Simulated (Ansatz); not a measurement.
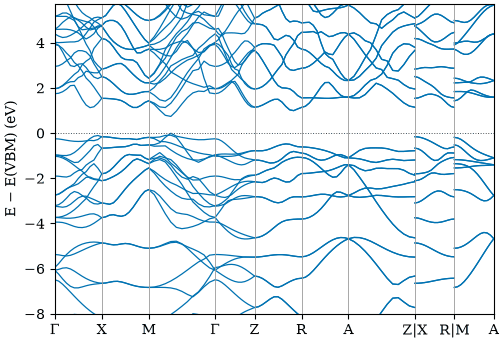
Band structure from plane-wave PAW r²SCAN (Ansatz code)

The gap is 0.72 eV; an edge lies off the plotted path or next to a special point (maximum off the standard path, minimum on the M–Γ line, 31 % of the way from M).

Q: Which compound is it?
A. SiGeC2, P-4m2 (Si on 1a, C on 2g, Ge on 1c)
B. BaTiO3, P4mm (Ba on 1b, Ti on 1a, O on 2c, O on 1a)
C. Ge, P4_32_12 (Ge on 4a, Ge on 8b)
D. Si, P4_32_12 (Si on 4a, Si on 8b)

A: C, Ge, P4_32_12 (Ge on 4a, Ge on 8b)

The workflow started from a Materials Project entry (that database holds measured and hypothetical structures alike); the Crystallography Open Database files this formula in space group No. 96, but the cells were not matched. It is not the phase usual at ambient conditions (space group No. 227). The cell was relaxed with r²SCAN under the symmetry of its start; whether a distortion lowers the energy is not shown. Scalar-relativistic: spin–orbit coupling is off unless named, which matters more the heavier the elements.

Potentials: the earlier of the program's two PAW sets.
